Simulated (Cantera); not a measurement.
Feed: 1 mol CH2F2, 1.8 mol F2, at 18000 Pa.

Equilibrium computed with Cantera from the NASA thermochemical tables; the gas is ideal and each condensed phase is pure. Candidate condensed phases: C, C6H6, C7H8, C8H18; 110 gas species. Ions and electrons are included (thermal ionisation). Gases not in the tables: C2F6 and larger saturated fluorocarbons. Kinetics and transport are ignored.

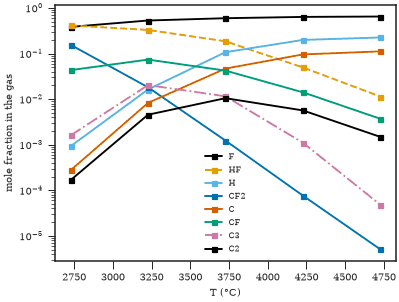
Equilibrium gas composition (values under 1e-9 drawn at 1e-9)

Question: Read off the mole fractions at 3727 °C.

Answer: F about 0.59, HF about 0.19, H about 0.11, C about 0.047, CF about 0.042, C3 about 0.012, C2 about 0.010, CF2 about 0.0012.
